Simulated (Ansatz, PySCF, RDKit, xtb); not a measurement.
**C4H4BBrS: which of the isomers drawn lies lowest?**

A sample of isomers of C4H4BBrS is drawn. Aim: find which of them has the lowest free energy at 298.15 K, then its properties. The sample is small against all isomers, and the most stable one of this formula need not be in it.

The funnel: GFN2-xTB relaxations, single points with a density functional, relaxations at PBE-D3(BJ)/def2-SVP, harmonic vibrations (at GFN2-xTB), and a last energy at a higher level. All values are calculated.

### Step 1. Candidates

Isomers were taken from a list of plausible structures; this is a sample, not all of them. That gives 6 candidates.

```
label          SMILES     spin
 c056  SC1=CC=C(Br)B1  singlet
 c358  SC1=C(Br)C=CB1  singlet
 c471  SC1=CC(Br)=CB1  singlet
 c534    SB1C=CC=C1Br  singlet
 c657  SB1C=CC(Br)=C1  singlet
 c659    SC1=CC=CB1Br  singlet
```

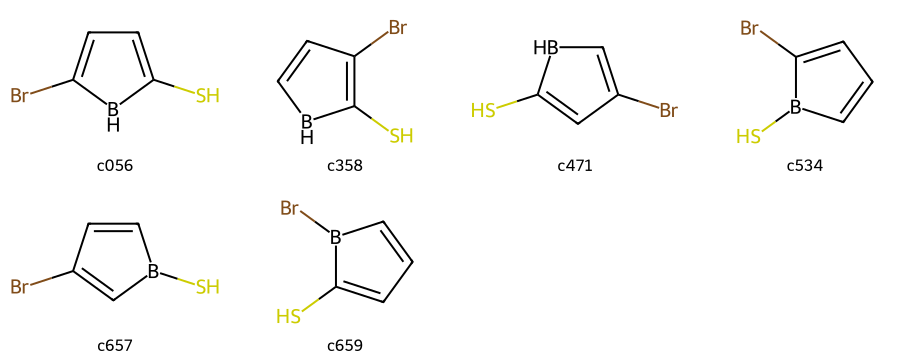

Structural formulas of the candidates.

Candidates are built by distance geometry, with a force field where one applies, in up to four conformers (letters a to d).

### Step 2. Cheap relaxation of all starts

All 6 starts are relaxed the same way. One of them, c056a (taken from a list of positional isomers, embedded by distance geometry and UFF), in full:

Contents of start.xyz:

```xyz
11
c056a
C     -0.060360    -0.888041     0.634470
C      1.056622    -0.189368     0.979040
C      1.213028     1.016498     0.135319
C      0.221266     1.049265    -0.783565
B     -0.707448    -0.148098    -0.565926
Br     0.084264     2.432559    -2.102141
S     -0.655528    -2.367598     1.421248
H      0.148429    -3.201212     0.541889
H      1.700897    -0.441964     1.794313
H      2.014495     1.701383     0.240214
H     -1.695764    -0.463544    -1.162444
```

Started as:

```sh
$ xtb start.xyz --gfn 2 --opt
```

The log of the run, shortened:

```text
* xtb version 6.7.1
[...]
          :  # basis functions                  44          :
[...]
          :  # electrons                        36          :
[...]
          :  Hamiltonian                  GFN2-xTB          :
[...]
          :  net charge                          0          :
          :  unpaired electrons                  0          :
[...]
   *** convergence criteria satisfied after 17 iterations ***
[...]
   *** GEOMETRY OPTIMIZATION CONVERGED AFTER 26 ITERATIONS ***
[...]
   *** convergence criteria satisfied after 3 iterations ***
[...]
         ::                     SUMMARY                     ::
         :::::::::::::::::::::::::::::::::::::::::::::::::::::
         :: total energy             -19.088906946319 Eh    ::
         :: gradient norm              0.000584797303 Eh/a0 ::
         :: HOMO-LUMO gap              0.754267581875 eV    ::
         ::.................................................::
         :: SCC energy               -19.300271332157 Eh    ::
         :: -> isotropic ES            0.025037382699 Eh    ::
         :: -> anisotropic ES          0.001233214856 Eh    ::
         :: -> anisotropic XC          0.004889686717 Eh    ::
         :: -> dispersion             -0.009756301547 Eh    ::
         :: repulsion energy           0.211364385838 Eh    ::
         :: add. restraining           0.000000000000 Eh    ::
         :: total charge              -0.000000000000 e     ::
         :::::::::::::::::::::::::::::::::::::::::::::::::::::
[...]
        18        2.0000           -0.3732260             -10.1560 (HOMO)
        19        0.0000           -0.3455072              -9.4017 (LUMO)
[...]
     #   Z          covCN         q      C6AA      α(0)
     1   6 C        2.911    -0.042    29.046     8.837
     2   6 C        3.000    -0.050    29.228     8.868
     3   6 C        3.034    -0.023    28.551     8.764
     4   6 C        2.856    -0.019    28.482     8.747
     5   5 B        2.815     0.265    17.357     6.960
     6  35 Br       0.994    -0.166   189.617    22.202
     7  16 S        1.941    -0.174   148.397    20.503
     8   1 H        0.923     0.170     1.262     1.757
     9   1 H        0.926     0.046     2.367     2.406
    10   1 H        0.926     0.055     2.257     2.349
    11   1 H        0.941    -0.063     4.415     3.285
[...]
     #   Z sym  total        # sym  WBO       # sym  WBO       # sym  WBO
 ---------------------------------------------------------------------------
     1   6 C    3.927 --     2 C    1.736     7 S    1.100     5 B    0.970
     2   6 C    3.986 --     1 C    1.736     3 C    1.059     9 H    0.968
                             7 S    0.133
     3   6 C    3.984 --     4 C    1.736     2 C    1.059    10 H    0.968
     4   6 C    3.898 --     3 C    1.736     5 B    1.026     6 Br   0.993
     5   5 B    3.202 --     4 C    1.026    11 H    0.980     1 C    0.970
     6  35 Br   1.150 --     4 C    0.993
     7  16 S    2.325 --     1 C    1.100     8 H    0.957     2 C    0.133
     8   1 H    0.971 --     7 S    0.957
     9   1 H    0.998 --     2 C    0.968
    10   1 H    0.997 --     3 C    0.968
    11   1 H    0.996 --     5 B    0.980
 ---------------------------------------------------------------------------
[...]
molecular dipole:
                 x           y           z       tot (Debye)
 q only:       -0.228      -0.750       0.272
   full:       -0.018      -0.835       0.556       2.550
molecular quadrupole (traceless):
[...]
          | TOTAL ENERGY              -19.088906946319 Eh   |
          | GRADIENT NORM               0.000584797303 Eh/α |
          | HOMO-LUMO GAP               0.754267581875 eV   |
           -------------------------------------------------
[...]
```

Wall time 0.15 s (2 threads of Intel Xeon 6975P-C (Granite Rapids), shared host).

### Step 3. Distinct minima at GFN2-xTB

6 of the 6 relaxations converged. 6 distinct structures remain:

```
label  start    SMILES after     spin  energy (kcal/mol)
c659a  drawn    SC1=CC=CB1Br  singlet                0.0
c657a  drawn  SB1C=CC(Br)=C1  singlet                5.9
c534a  drawn    SB1C=CC=C1Br  singlet                6.3
c471a  drawn  SC1=CC(Br)=CB1  singlet               22.1
c358a  drawn  SC1=C(Br)C=CB1  singlet               24.2
c056a  drawn  SC1=CC=C(Br)B1  singlet               24.7
```

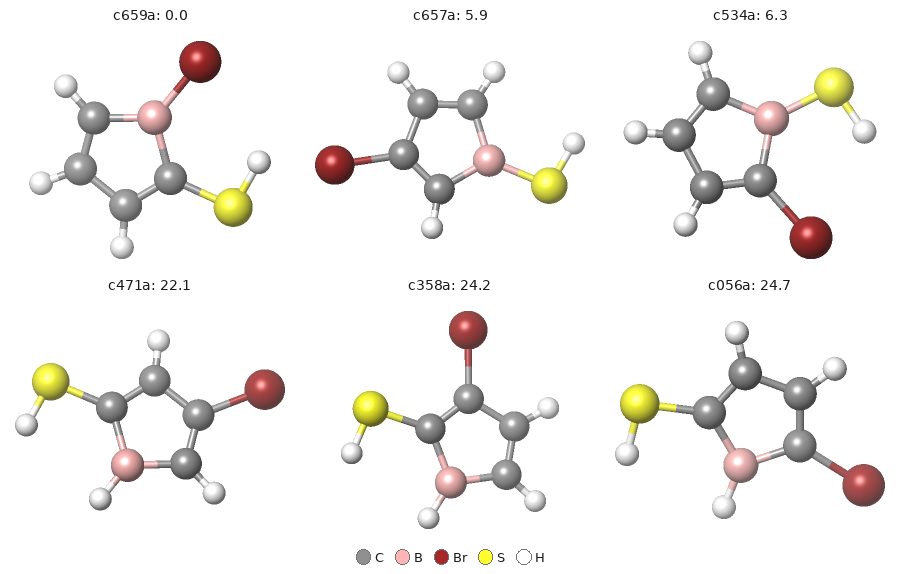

The 6 lowest minima that did not fall apart, with their GFN2-xTB energies in kcal/mol.

### Step 4. Screening with a density functional

A choice of the minima (the low ones first, few conformers of a pattern, up to a cap) and the lowest that fell apart get a single point at r2SCAN-D4/def2-SVP on the tight-binding geometry, and one at HF/STO-3G for comparison. The lowest singlets are also tried as triplets at the same geometry (label ending in t). The first, c659a:

Contents of input.yaml:

```yaml
crystal:
  periodic: [false, false, false]
  atoms:
    - {symbol: C, position_ang: [0.119983, -0.644124, -0.104795]}
    - {symbol: C, position_ang: [0.705090, -1.027048, 1.046246]}
    - {symbol: C, position_ang: [1.029509, 0.142680, 1.870098]}
    - {symbol: C, position_ang: [0.673540, 1.307719, 1.290141]}
    - {symbol: B, position_ang: [0.031289, 0.949773, -0.069509]}
    - {symbol: Br, position_ang: [-0.690534, 2.037872, -1.390970]}
    - {symbol: S, position_ang: [-0.420528, -1.733632, -1.359343]}
    - {symbol: H, position_ang: [-0.881937, -0.782526, -2.178892]}
    - {symbol: H, position_ang: [0.920791, -2.034528, 1.355179]}
    - {symbol: H, position_ang: [1.504390, 0.032409, 2.831840]}
    - {symbol: H, position_ang: [0.839378, 2.265082, 1.754691]}
basis:
  gaussian: {orbitals: def2-SVP}
hamiltonian: {xc: r2scan, dispersion: d4}
scf: {lower_state_search: "off"}
output: {orbitals: {seedname: orbitals}}
```

Started as:

```sh
$ ansatz run input.yaml --threads 2 --pin off --max-ram 5220MiB --events-out events.jsonl --progress --plain --runs-dir runs
```

The log of the run, shortened:

```text
Warning: RAYON_NUM_THREADS=2 ignored (pool sized by the plan → 2); use --threads N
Functional definition: r2SCAN
  name "r2SCAN"
[...]
1568 factors; their error is unknown
[...]
mean field -85751.59661479 eV, -3151.3130510738 hartree, gradient 3.7e-6 eV, S^2 0.000000; 0 other end points of the search recorded, 0 dependent functions left out
reference -85751.59662413 eV, -3151.3130514171 hartree; 42, 42 occupied and 98, 98 virtual orbitals, 1568 factors
Total energy: -85751.69106171 eV, -3151.3165219341 hartree
Checks for a lower state left out: stability, starts, cluster_reference, orbital_swaps, neighbouring_geometries, increment
```

Run time: 1.8 s. Hardware: 2 threads of Intel Xeon 6975P-C (Granite Rapids), shared host.

Relative energies in kcal/mol, each column from its lowest structure that stays in one piece:

```
 label          SMILES     spin  GFN2-xTB  HF/STO-3G  r2SCAN-D4/def2-SVP
 c659a    SC1=CC=CB1Br  singlet       0.0        0.0                 0.0
 c657a  SB1C=CC(Br)=C1  singlet       5.9        0.1                 1.1
 c534a    SB1C=CC=C1Br  singlet       6.3        0.7                 2.1
c659at    SC1=CC=CB1Br  triplet         –          –                19.8
 c471a  SC1=CC(Br)=CB1  singlet      22.1       29.8                32.9
c534at    SB1C=CC=C1Br  triplet         –          –                34.3
 c358a  SC1=C(Br)C=CB1  singlet      24.2       30.0                34.7
c657at  SB1C=CC(Br)=C1  triplet         –          –                38.2
 c056a  SC1=CC=C(Br)B1  singlet      24.7       32.0                38.4
```

### Step 5. Relaxing the best candidates

4 candidates are relaxed at PBE-D3(BJ)/def2-SVP (chosen among the lowest in one piece, with other spins of them). The first, c659a:

Changes to input.yaml since step 4:

```diff
@@ -15,5 +15,10 @@
 basis:
-  gaussian: {orbitals: def2-SVP}
-hamiltonian: {xc: r2scan, dispersion: d4}
-scf: {lower_state_search: "off"}
-output: {orbitals: {seedname: orbitals}}
+  gaussian:
+    orbitals: def2-SVP
+hamiltonian:
+  xc: {name: PBE}
+  dispersion: d3bj
+scf:
+  lower_state_search: off
+relax:
+  f_tol: 0.006
```

Started as:

```sh
$ ansatz run input.yaml --threads 2 --pin off --max-ram 5220MiB --events-out events.jsonl --progress --plain --runs-dir runs
```

The log of the run, shortened:

```text
Warning: RAYON_NUM_THREADS=2 ignored (pool sized by the plan → 2); use --threads N
[...]
Functional definition: PBE
  name "PBE"
[...]
1568 factors; their error is unknown
[...]
mean field -85733.77216434 eV, -3150.6580146017 hartree, gradient 4.2e-6 eV, S^2 0.000000; 0 other end points of the search recorded, 0 dependent functions left out
[...]
reference -85733.77219676 eV, -3150.6580157930 hartree; 42, 42 occupied and 98, 98 virtual orbitals, 1568 factors
relax step   1: F+E_penalty+E_count = -85734.13971232 eV  Δ(F+E_penalty+E_count) = +0.000e0 eV  max|allowed force component| = 1.202e0 eV/Å  Δτ_max = 0.0000 Å  (22 SCF iters, accepted)
[...]
relax step   7: F+E_penalty+E_count = -85734.27996040 eV  Δ(F+E_penalty+E_count) = -5.547e-4 eV  max|allowed force component| = 7.863e-3 eV/Å  Δτ_max = 0.0075 Å  (25 SCF iters, accepted)
[...]
Atom 2 at     1.032453     0.147020     1.874318 Å, force     0.000238    -0.003806     0.001261 eV/Å
Atom 3 at     0.672567     1.337520     1.297432 Å, force    -0.002691     0.003659    -0.005893 eV/Å
Atom 4 at     0.043748     0.915950    -0.048461 Å, force    -0.000704     0.002421    -0.000821 eV/Å
Atom 5 at    -0.704305     1.994989    -1.437703 Å, force     0.000242    -0.000909     0.000545 eV/Å
Atom 6 at    -0.444212    -1.717741    -1.402256 Å, force    -0.001129     0.001650    -0.002447 eV/Å
Atom 7 at    -0.894297    -0.691876    -2.187868 Å, force     0.000158    -0.000252     0.000561 eV/Å
Atom 8 at     0.944667    -2.082890     1.394421 Å, force    -0.000767     0.001043    -0.001295 eV/Å
Atom 9 at     1.520232     0.044263     2.859795 Å, force    -0.000667     0.001925    -0.001165 eV/Å
Atom 10 at     0.830125     2.322534     1.752818 Å, force     0.001736    -0.003197     0.002930 eV/Å
Dipole moment:     0.027554    -0.012000     0.054688 e Å
Checks for a lower state left out: stability, starts, cluster_reference, orbital_swaps, neighbouring_geometries, increment
```

Run time: 11 s. Hardware: 2 threads of Intel Xeon 6975P-C (Granite Rapids), shared host.

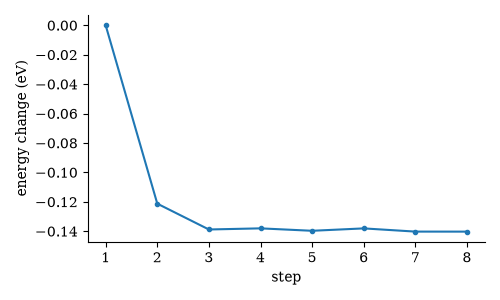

Energy along the run, all evaluated steps.

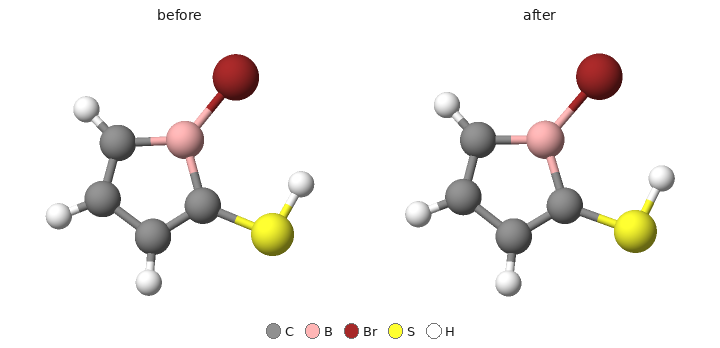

Before and after, at one scale.

After the run. Bond lengths: C1–C2 1.366 Å, C2–C3 1.493 Å, C3–C4 1.371 Å, C1–B5 1.614 Å, C4–B5 1.544 Å, B5–Br6 1.912 Å, C1–S7 1.737 Å, S7–H8 1.368 Å, C2–H9 1.100 Å, C3–H10 1.104 Å, C4–H11 1.097 Å. Some angles: C1–C2–C3 110.2°, C2–C1–B5 104.6°, C2–C1–S7 128.3°, B5–C1–S7 127.2°, C2–C3–C4 114.6°, C3–C4–B5 103.7°, C1–B5–C4 106.9°, C1–B5–Br6 123.4°, C4–B5–Br6 129.7°, C1–C2–H9 127.1°.

### Step 6. Ranking at PBE-D3(BJ)/def2-SVP

```
 label     spin  r2SCAN-D4/def2-SVP (kcal/mol)  PBE-D3(BJ)/def2-SVP, relaxed (kcal/mol)   time
 c659a  singlet                            0.0                                      0.0   11 s
 c657a  singlet                            1.1                                      1.6  9.3 s
 c534a  singlet                            2.1                                      2.1  9.3 s
c659at  triplet                           19.8                                     13.6   26 s
```

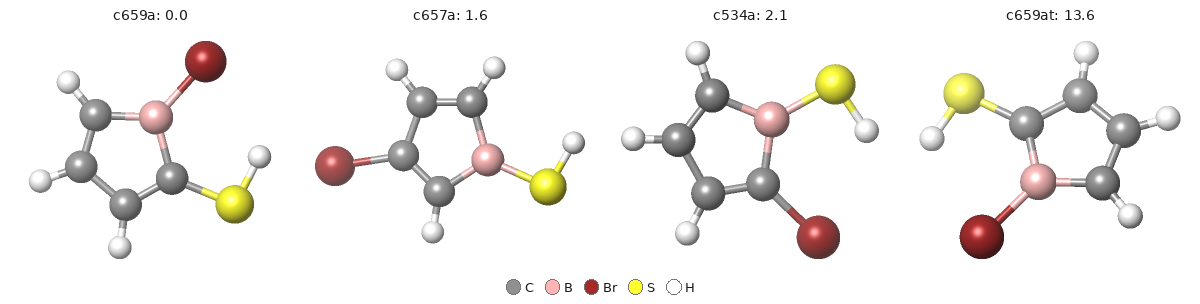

The relaxed structures, with energies at PBE-D3(BJ)/def2-SVP in kcal/mol.

### Step 7. Vibrations and thermal terms

The lowest few in one piece go on as finalists. In this search the thermal terms come from GFN2-xTB at its own nearest minimum. The first, c659a:

Contents of start.xyz:

```xyz
11
c659a
C      0.116694    -0.694756    -0.115558
C      0.713299    -1.061335     1.057748
C      1.032453     0.147020     1.874318
C      0.672567     1.337520     1.297432
B      0.043748     0.915950    -0.048461
Br    -0.704305     1.994989    -1.437703
S     -0.444212    -1.717741    -1.402256
H     -0.894297    -0.691876    -2.187868
H      0.944667    -2.082890     1.394421
H      1.520232     0.044263     2.859795
H      0.830125     2.322534     1.752818
```

Started as:

```sh
$ xtb start.xyz --gfn 2 --ohess tight
```

The log of the run, shortened:

```text
* xtb version 6.7.1
[...]
          :  # basis functions                  44          :
[...]
          :  # electrons                        36          :
[...]
          :  Hamiltonian                  GFN2-xTB          :
[...]
          :  net charge                          0          :
          :  unpaired electrons                  0          :
[...]
   *** convergence criteria satisfied after 18 iterations ***
[...]
   *** GEOMETRY OPTIMIZATION CONVERGED AFTER 6 ITERATIONS ***
[...]
   *** convergence criteria satisfied after 3 iterations ***
[...]
         ::                     SUMMARY                     ::
         :::::::::::::::::::::::::::::::::::::::::::::::::::::
         :: total energy             -19.128200112253 Eh    ::
         :: gradient norm              0.000366454955 Eh/a0 ::
         :: HOMO-LUMO gap              1.074973861822 eV    ::
         ::.................................................::
         :: SCC energy               -19.349111461013 Eh    ::
         :: -> isotropic ES            0.030735704983 Eh    ::
         :: -> anisotropic ES          0.001076636489 Eh    ::
         :: -> anisotropic XC         -0.001566723379 Eh    ::
         :: -> dispersion             -0.010147252172 Eh    ::
         :: repulsion energy           0.220911348759 Eh    ::
         :: add. restraining           0.000000000000 Eh    ::
         :: total charge               0.000000000000 e     ::
         :::::::::::::::::::::::::::::::::::::::::::::::::::::
[...]
        18        2.0000           -0.3728786             -10.1465 (HOMO)
        19                         -0.3333740              -9.0716 (LUMO)
[...]
molecular dipole:
                 x           y           z       tot (Debye)
 q only:        0.022       0.093       0.060
   full:        0.415      -0.229       0.825       2.419
molecular quadrupole (traceless):
[...]
          | TOTAL ENERGY              -19.128200112277 Eh   |
          | TOTAL ENTHALPY            -19.053289950725 Eh   |
          | TOTAL FREE ENERGY         -19.095158086164 Eh   |
          | GRADIENT NORM               0.000366475531 Eh/α |
[...]
```

Wall time 0.23 s (2 threads of Intel Xeon 6975P-C (Granite Rapids), shared host).

### Step 8. Zero-point energy and free-energy terms

As xtb prints them, at 298.15 K, with its own treatment of low modes:

```
 label          SMILES     spin  lowest mode (cm⁻¹)  zero-point (kcal/mol)  G − E (kcal/mol)
 c659a    SC1=CC=CB1Br  singlet                  92                   41.7              20.7
 c657a  SB1C=CC(Br)=C1  singlet                  66                   41.9              20.9
 c534a    SB1C=CC=C1Br  singlet                  92                   41.9              20.9
c659at    SC1=CC=CB1Br  triplet                 106                   41.4              20.5
```

### Step 9. The final energy

Single points at CCSD(T)/def2-SVP + MP2/def2-TZVPP - MP2/def2-SVP on the refined geometries decide the order.

c659a, CCSD(T)/def2-SVP:

Contents of input.yaml:

```yaml
crystal:
  periodic: [false, false, false]
  atoms:
    - {symbol: C, position_ang: [0.116694, -0.694756, -0.115558]}
    - {symbol: C, position_ang: [0.713299, -1.061335, 1.057748]}
    - {symbol: C, position_ang: [1.032453, 0.147020, 1.874318]}
    - {symbol: C, position_ang: [0.672567, 1.337520, 1.297432]}
    - {symbol: B, position_ang: [0.043748, 0.915950, -0.048461]}
    - {symbol: Br, position_ang: [-0.704305, 1.994989, -1.437703]}
    - {symbol: S, position_ang: [-0.444212, -1.717741, -1.402256]}
    - {symbol: H, position_ang: [-0.894297, -0.691876, -2.187868]}
    - {symbol: H, position_ang: [0.944667, -2.082890, 1.394421]}
    - {symbol: H, position_ang: [1.520232, 0.044263, 2.859795]}
    - {symbol: H, position_ang: [0.830125, 2.322534, 1.752818]}
basis:
  gaussian: {orbitals: def2-SVP}
correlation: {method: ccsd_t, frozen_orbitals: {S: 5, H: 0, Br: 9, B: 1, C: 1}}
```

Started as:

```sh
$ ansatz run input.yaml --threads 2 --pin off --max-ram 5220MiB --events-out events.jsonl --progress --plain --runs-dir runs
```

The log of the run, shortened:

```text
Warning: RAYON_NUM_THREADS=2 ignored (pool sized by the plan → 2); use --threads N
Functional definition: HF
  name "HF"
[...]
1398 factors; integrals over basis functions are off by at most 1.2e-3 eV
[...]
mean field -85657.41793464 eV, -3147.8520484148 hartree, gradient 2.5e-6 eV, S^2 0.000000; 2 other end points of the search recorded, 0 dependent functions left out; unrestricted orbitals would lower it
19 core orbitals not correlated: weight in the atoms' cores, before any rotation towards them, 1.000 or more for the frozen orbitals, at most 0.000 for the correlated occupied ones
reference -85657.41793464 eV, -3147.8520484148 hartree; 23, 23 occupied and 98, 98 virtual orbitals, 1398 factors
second order -25.99915350 eV of doubles, -0.00000000 eV of singles
cycle   1  -26.38171202 eV  change   -3.8e-1 eV  update   1.3e-1
[...]
cycle  13  -27.25647374 eV  change   -1.7e-5 eV  update   1.4e-5
perturbative correction -1.09015817 eV, -0.0400625739 hartree
Total energy: -85685.76456655 eV, -3148.8937679235 hartree
```

Run time: 19 s. Hardware: 2 threads of Intel Xeon 6975P-C (Granite Rapids), shared host; peak memory 1.1 GiB.

### Step 10. c659a at MP2/def2-TZVPP

Changes to input.yaml since step 9:

```diff
@@ -15,3 +15,3 @@
 basis:
-  gaussian: {orbitals: def2-SVP}
-correlation: {method: ccsd_t, frozen_orbitals: {S: 5, H: 0, Br: 9, B: 1, C: 1}}
+  gaussian: {orbitals: def2-TZVPP}
+correlation: {method: mp2, frozen_orbitals: {S: 5, H: 0, Br: 9, B: 1, C: 1}}
```

Started as:

```sh
$ ansatz run input.yaml --threads 2 --pin off --max-ram 5220MiB --events-out events.jsonl --progress --plain --runs-dir runs
```

The log of the run, shortened:

```text
Warning: RAYON_NUM_THREADS=2 ignored (pool sized by the plan → 2); use --threads N
[... 2 set-up lines as earlier in the session ...]
[...]
1853 factors; integrals over basis functions are off by at most 1.2e-3 eV
[...]
mean field -85674.99515876 eV, -3148.4979994871 hartree, gradient 1.9e-6 eV, S^2 0.000000; 2 other end points of the search recorded, 0 dependent functions left out; unrestricted orbitals would lower it
[...]
19 core orbitals not correlated: weight in the atoms' cores, before any rotation towards them, 1.000 or more for the frozen orbitals, at most 0.000 for the correlated occupied ones
reference -85674.99515876 eV, -3148.4979994871 hartree; 23, 23 occupied and 259, 259 virtual orbitals, 1853 factors
second order -31.77556176 eV of doubles, -0.00000000 eV of singles
Total energy: -85706.77072053 eV, -3149.6657298436 hartree
```

Wall time 15 s (2 threads of Intel Xeon 6975P-C (Granite Rapids), shared host); peak memory 1 GiB.

[end of part 1 of 2]
